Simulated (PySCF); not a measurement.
# C3H3NS: excited-state relaxation

What do calculations give for the excited-state relaxation of C3H3NS (`c1cscn1`)?

Programs: PySCF 2.14.0, with routines of our own; each step states its level. All values are computed. Atoms count from 0.

## 1. The system as given

8 atoms, charge 0, multiplicity 1; geometry from: GFN2-xTB.

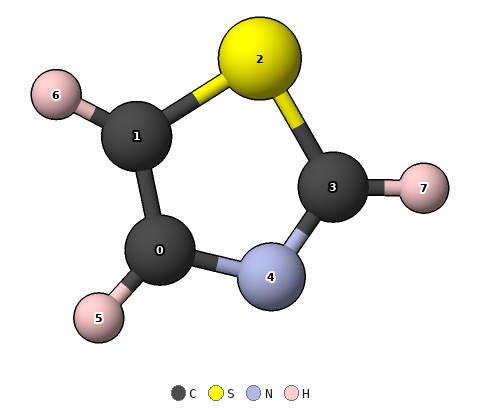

The starting geometry (carbon dark grey, sulfur yellow, nitrogen light blue, hydrogen pink).

## 2. Geometry optimisation at BHandHLYP/6-31+G*

What the job is given:

```
{"job": {"xc": "BHandHLYP", "basis": "6-31+G*", "grid": 1, "kind": "geom"}, "charge": 0, "multiplicity": 1}
C      0.557613     0.818663     0.370718
C      1.009155    -0.425688     0.677459
S     -0.271563    -1.567117     0.569468
C     -1.318675    -0.256932     0.115273
N     -0.756564     0.891387     0.056987
H      1.147663     1.716684     0.359718
H      1.996023    -0.735207     0.954699
H     -2.354596    -0.432378    -0.094054
```

Launch:

```bash
> OMP_NUM_THREADS=1 python excited_run.py task.json out
```

One launch serves the whole session: the jobs run in the order shown.

The program printed:

```text
step   0  E = -568.92455368  max force = 0.011742
step   1  E = -568.92268293  max force = 0.019302
step   2  E = -568.92436047  max force = 0.010380
step   3  E = -568.92452365  max force = 0.010702
step   4  E = -568.92502312  max force = 0.003326
step   5  E = -568.92498764  max force = 0.004769
step   6  E = -568.92508075  max force = 0.000354
step   7  E = -568.92508141  max force = 0.000227
optimisation converged
```

Wall time 18 s (1 thread of Arm Neoverse V1, shared host); peak memory 0.51 GiB.

The steps of the relaxation: (the energy doesn't fall at every step)

```csv
step,energy from step 0 (eV),largest force component (eV/Å)
0,0.0000,0.6038
1,0.0509,0.9925
2,0.0053,0.5338
3,0.0008,0.5503
4,-0.0128,0.1710
5,-0.0118,0.2452
6,-0.0143,0.0182
7,-0.0144,0.0117
```

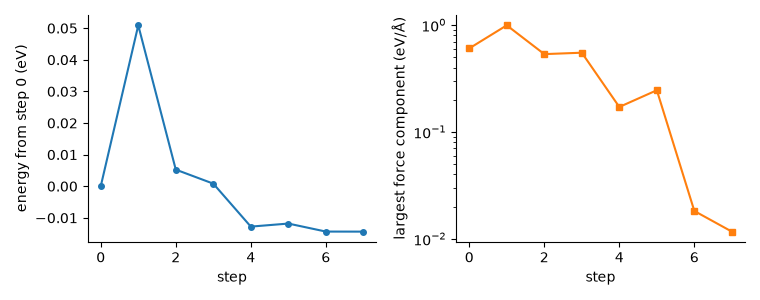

Energy and force, step by step.

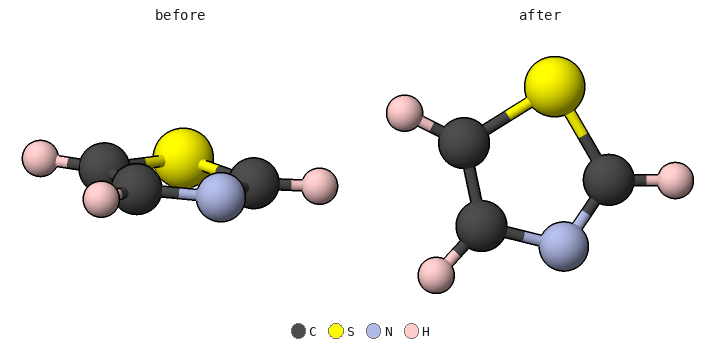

Before and after, at one scale.

Close pairs (by a distance rule), those that changed most:

```csv
bond,before (Å),after (Å),change (Å)
C0–N4,1.353,1.370,+0.017
S2–C3,1.738,1.727,-0.011
C3–N4,1.280,1.289,+0.009
C0–C1,1.359,1.354,-0.004
C3–H7,1.071,1.076,+0.004
C1–H6,1.071,1.073,+0.002
C1–S2,1.719,1.719,+0.001
C0–H5,1.075,1.075,+0.000
```

The next job starts from the end point, and lists it.

```csv
at the end point,value
point group (found at 0.08 Å tolerance),Cs
"rotational constants (GHz, main isotopes)","8.597, 5.544, 3.371"
dipole moment (D),1.68
```

## 3. Excited-state relaxation: TDA BHandHLYP/6-31+G*

What the job is given:

```
{"job": {"kind": "xopt", "state": "S1", "method": "TDA", "freq": false, "xc": "BHandHLYP", "basis": "6-31+G*", "grid": 1, "rattle": 0}, "charge": 0, "multiplicity": 1}
C      0.771912     0.140646    -0.227020
C      0.860875     0.078304     1.123106
S     -0.702073    -0.174562     1.793727
C     -1.348563    -0.178035     0.192827
N     -0.485946    -0.007137    -0.748940
H      1.600079     0.293144    -0.895301
H      1.735223     0.165074     1.739015
H     -2.401543    -0.314447     0.021004
```

Method: TDA BHandHLYP/6-31+G* excited-state geometry optimisation, gas phase.

The program printed:

```text
final grid: 34392 points
cycle   1  E = -568.8961690005  dE =  1.139e+00  |g| = 3.016e-01  |ddm| = 3.241e+00
cycle   2  E = -568.8978277750  dE = -1.659e-03  |g| = 3.430e-01  |ddm| = 9.272e-01
cycle   3  E = -568.9241951759  dE = -2.637e-02  |g| = 5.381e-02  |ddm| = 4.645e-01
cycle   4  E = -568.9249542110  dE = -7.590e-04  |g| = 2.020e-02  |ddm| = 1.022e-01
cycle   5  E = -568.9250623194  dE = -1.081e-04  |g| = 7.587e-03  |ddm| = 4.096e-02
cycle   6  E = -568.9250798499  dE = -1.753e-05  |g| = 1.963e-03  |ddm| = 1.289e-02
cycle   7  E = -568.9250810596  dE = -1.210e-06  |g| = 9.217e-04  |ddm| = 4.203e-03
cycle   8  E = -568.9250813951  dE = -3.355e-07  |g| = 1.934e-04  |ddm| = 2.081e-03
cycle   9  E = -568.9250814115  dE = -1.645e-08  |g| = 4.781e-05  |ddm| = 5.301e-04
cycle  10  E = -568.9250814126  dE = -1.052e-09  |g| = 1.450e-05  |ddm| = 1.401e-04
cycle  11  E = -568.9250814127  dE = -9.118e-11  |g| = 5.113e-06  |ddm| = 3.632e-05
converged SCF energy = -568.9250814127

vertical S1 at the ground-state geometry: 5.9738 eV
step    E(state)/Eh    max force   excitation/eV  root
  0    -568.70554876   0.106729     5.9738      1
  1    -568.72868296   0.017293     4.2728      1
  2    -568.73063354   0.013248     4.2137      1
  3    -568.73301522   0.007887     3.8796      1
  4    -568.73354959   0.009788     3.7999      1
  5    -568.73406038   0.006882     3.9768      1
  6    -568.73375256   0.006854     3.6083      1
  7    -568.73435766   0.002832     3.8007      1
  8    -568.73445589   0.002389     3.8155      1
  9    -568.73450751   0.001569     3.8232      1
 10    -568.73454246   0.000977     3.8098      1
 11    -568.73455356   0.000297     3.8036      1
optimisation converged
vertical emission 3.8036 eV, adiabatic 5.1845 eV, Stokes shift 2.1702 eV, reorganisation 0.7893 (excited) and 1.3809 eV (ground)
in 1,4-dioxane: absorption 6.0514 eV (f = 0.0011, root 1), emission 3.8431 eV (f = 0.0053, root 1)
in water: absorption 6.1842 eV (f = 0.0011, root 2), emission 3.8933 eV (f = 0.0102, root 1)
```

It took 69 s on 1 thread of Arm Neoverse V1, shared host; peak memory 0.54 GiB.

Key values:

```csv
quantity,value
"vertical absorption, S1",5.97 eV
"adiabatic energy, S1",5.18 eV
"vertical emission, S1",3.80 eV
"Stokes shift, S1",2.17 eV
"geometry moved (RMSD), S1",0.179 Å
```

Bonds of the start that changed most:

```csv
bond,start (Å),end (Å)
S2–C3,1.726,1.884
C1–S2,1.719,1.761
C3–N4,1.288,1.322
N4–C0,1.370,1.340
C3–H7,1.076,1.083
C1–H6,1.073,1.072
```

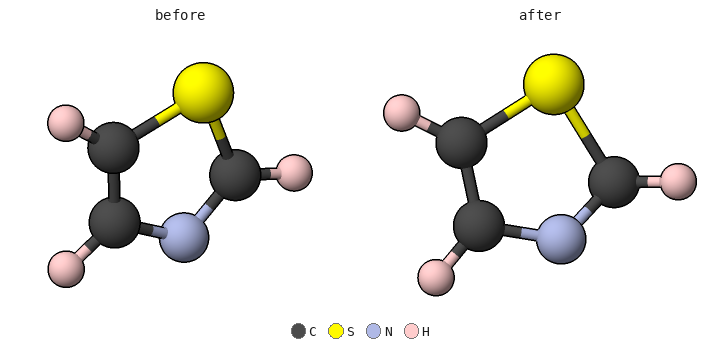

Before and after.

## 4. Excited-state relaxation: UKS BHandHLYP/6-31+G*

The job, as its differences from that of step 3:

```diff
@@ -1,2 +1,2 @@
-{"job": {"kind": "xopt", "state": "S1", "method": "TDA", "freq": false, "xc": "BHandHLYP", "basis": "6-31+G*", "grid": 1, "rattle": 0}, "charge": 0, "multiplicity": 1}
+{"job": {"kind": "xopt", "state": "T1", "method": "UKS", "freq": false, "xc": "BHandHLYP", "basis": "6-31+G*", "grid": 1, "rattle": 0}, "charge": 0, "multiplicity": 1}
 C      0.771912     0.140646    -0.227020
```

Level: UKS BHandHLYP/6-31+G* excited-state geometry optimisation, gas phase.

The program printed:

```text
final grid: 34392 points
cycle   1  E = -568.8961690005  dE =  1.139e+00  |g| = 3.016e-01  |ddm| = 3.241e+00
cycle   2  E = -568.8978277750  dE = -1.659e-03  |g| = 3.430e-01  |ddm| = 9.272e-01
cycle   3  E = -568.9241951759  dE = -2.637e-02  |g| = 5.381e-02  |ddm| = 4.645e-01
cycle   4  E = -568.9249542110  dE = -7.590e-04  |g| = 2.020e-02  |ddm| = 1.022e-01
cycle   5  E = -568.9250623194  dE = -1.081e-04  |g| = 7.587e-03  |ddm| = 4.096e-02
cycle   6  E = -568.9250798499  dE = -1.753e-05  |g| = 1.963e-03  |ddm| = 1.289e-02
cycle   7  E = -568.9250810596  dE = -1.210e-06  |g| = 9.217e-04  |ddm| = 4.203e-03
cycle   8  E = -568.9250813951  dE = -3.355e-07  |g| = 1.934e-04  |ddm| = 2.081e-03
cycle   9  E = -568.9250814115  dE = -1.645e-08  |g| = 4.781e-05  |ddm| = 5.301e-04
cycle  10  E = -568.9250814126  dE = -1.052e-09  |g| = 1.450e-05  |ddm| = 1.401e-04
cycle  11  E = -568.9250814127  dE = -9.118e-11  |g| = 5.113e-06  |ddm| = 3.632e-05
converged SCF energy = -568.9250814127

vertical T1 at the ground-state geometry: 3.8574 eV
step    E(state)/Eh    max force   <S^2>
  0    -568.78332328   0.149027    2.0480
  1    -568.80240699   0.039844    2.0331
  2    -568.80978650   0.019339    2.0340
  3    -568.81131932   0.022057    2.0295
  4    -568.81202445   0.007706    2.0266
  5    -568.81252916   0.004930    2.0260
  6    -568.81257034   0.003424    2.0252
  7    -568.81262001   0.002275    2.0240
  8    -568.81264107   0.000889    2.0225
  9    -568.81265048   0.000415    2.0214
optimisation converged
vertical emission 2.2392 eV, adiabatic 3.0594 eV, Stokes shift 1.6183 eV, reorganisation 0.7980 (excited) and 0.8202 eV (ground)
```

Run time: 48 s. Hardware: 1 thread of Arm Neoverse V1, shared host; peak memory 0.54 GiB.

From this job:

```csv
quantity,value
"vertical gap at the ground-state geometry, T1",3.86 eV
"adiabatic energy, T1",3.06 eV
"vertical gap at the relaxed geometry, T1",2.24 eV
"difference of the two gaps, T1",1.62 eV
"geometry moved (RMSD), T1",0.072 Å
```

Bonds of the start that changed most:

```csv
bond,start (Å),end (Å)
C0–C1,1.355,1.485
N4–C0,1.370,1.276
C3–N4,1.288,1.378
S2–C3,1.726,1.805
C1–S2,1.719,1.743
C3–H7,1.076,1.072
```

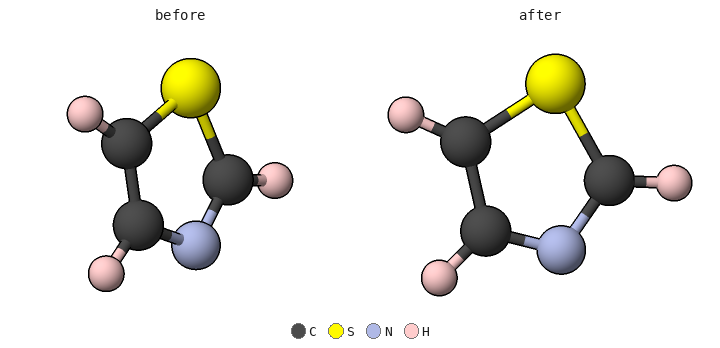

Before and after.

## 5. Outcome

```
                                                                     quantity                 value
                                                                  point group                    Cs
                                         rotational constants (main isotopes)  8.60, 5.54, 3.37 GHz
                      vertical absorption, S1 (step 3, TDA BHandHLYP/6-31+G*)               5.97 eV
                         adiabatic energy, S1 (step 3, TDA BHandHLYP/6-31+G*)               5.18 eV
                        vertical emission, S1 (step 3, TDA BHandHLYP/6-31+G*)               3.80 eV
                             Stokes shift, S1 (step 3, TDA BHandHLYP/6-31+G*)               2.17 eV
vertical gap at the ground-state geometry, T1 (step 4, UKS BHandHLYP/6-31+G*)               3.86 eV
                         adiabatic energy, T1 (step 4, UKS BHandHLYP/6-31+G*)               3.06 eV
     vertical gap at the relaxed geometry, T1 (step 4, UKS BHandHLYP/6-31+G*)               2.24 eV
               difference of the two gaps, T1 (step 4, UKS BHandHLYP/6-31+G*)               1.62 eV
```

Relaxing lowered the energy by 0.014 eV in 7 steps; the close pair that moved most is C0–N4, from 1.353 to 1.370 Å. No frequency check was run at this level, so the end point may be a saddle. Where no frequencies were run, the relaxed excited state may be a saddle. In step 3 (excited-state relaxation), among the bonds S2–C3 changes most, from 1.726 to 1.884 Å. In step 4 (excited-state relaxation), among the bonds C0–C1 changes most, from 1.355 to 1.485 Å. ΔSCF (UKS) and response values aren't on one footing and may follow different states, so their differences aren't method errors alone, and singlets and triplets from the two don't rank.
